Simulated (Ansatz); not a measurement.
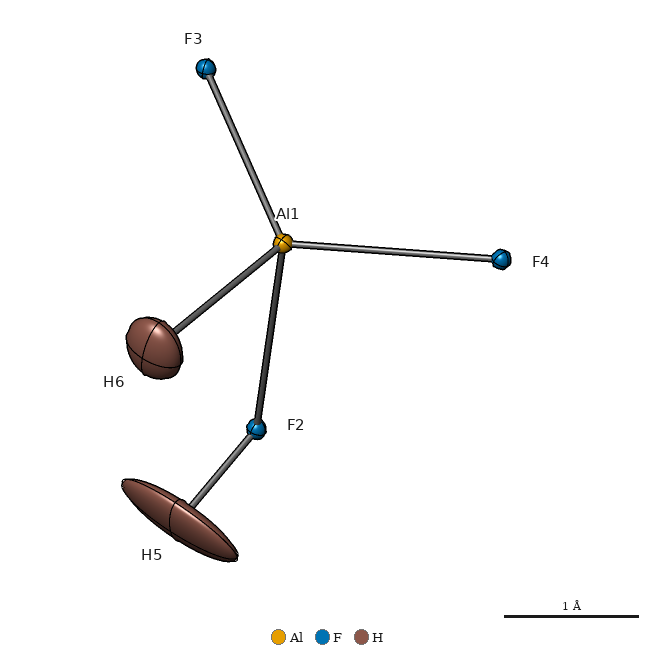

Displacement ellipsoids at the 50 % level, from the internal vibrations of the free molecule (harmonic, no overall translation or rotation; no half-axis is drawn under 0.075 Å). Vibrations computed with RKS PBE0-D4/def2-TZVP (Ansatz 0.2.0). Temperature: 0 K (zero-point motion alone).

Give the displacement parameters, one line for each set of equivalent atoms.

```json
{"atom": "Al1", "U_eq (Å²)": "0.0011", "rms amplitudes (Å)": "0.028, 0.031, 0.039"}
{"atom": "F2", "U_eq (Å²)": "0.0019", "rms amplitudes (Å)": "0.021, 0.049, 0.054"}
{"atom": "F3, F4", "U_eq (Å²)": "0.0015", "rms amplitudes (Å)": "0.022, 0.038, 0.052"}
{"atom": "H5", "U_eq (Å²)": "0.0548", "rms amplitudes (Å)": "0.073, 0.187, 0.352"}
{"atom": "H6", "U_eq (Å²)": "0.0216", "rms amplitudes (Å)": "0.096, 0.158, 0.174"}
```
